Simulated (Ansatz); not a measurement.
Bands of a (4,1) carbon nanotube, along its axis.

All values below come from PBE (plane waves to 420 eV, PAW; Ansatz, a program for electronic structure). Mesh 1×1×12. No spin polarisation. Periodic along z alone, with about 11 Å of vacuum beside it. An idealised model, rolled from the flat sheet. Only distortions within the start's symmetry and period were free.

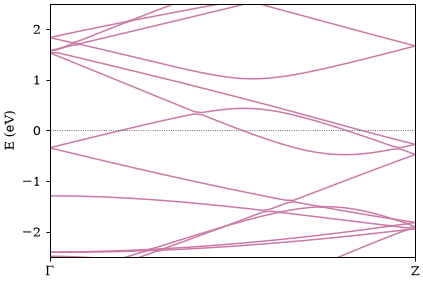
Bands from the zone centre to the zone edge (period 6.50 Å); the dotted line marks the highest filled level

Problem. Is it a metal or a semiconductor at this level? Give what the bands show.

Solution. A metal in PBE.
| Property | Value |
|---|---|
| PBE gap | none (under 0.01 eV) |
| crossings of the Fermi level between Γ and the zone edge (49 points) | 4, each for both spins (ideal conductance 4 × 2e²/h) |
